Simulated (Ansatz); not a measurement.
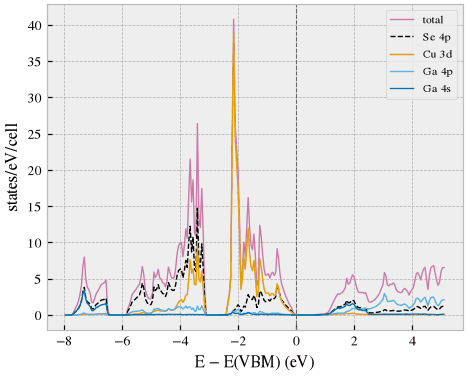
Figure. Total and projected density of states of GaCuSe2 (chalcopyrite, I-42d), the program Ansatz at the PBEsol level (PAW)

Which orbitals carry the states next to the gap?

Top 1 eV of the valence band: Cu 3d 48 %, Se 4p 44 %. Bottom 1 eV of the conduction band: Se 4p 36 %, Ga 4s 25 %, Se 4s 14 %, Cu 4s 13 %, Cu 3d 7 %. Projections are on Löwdin-orthogonalised atomic valence shells; empty p or d shells of many metals are not among them.

Where is the tallest occupied peak in this window, and what makes it?

Near -2.1 eV, about 41 states/eV per cell; the largest projected share is Cu 3d.

The cell was relaxed with PBEsol under the symmetry of its start. The run is not spin-polarised. Spin–orbit coupling is left out wherever it is not named.

Potentials: the later of the program's two PAW sets.
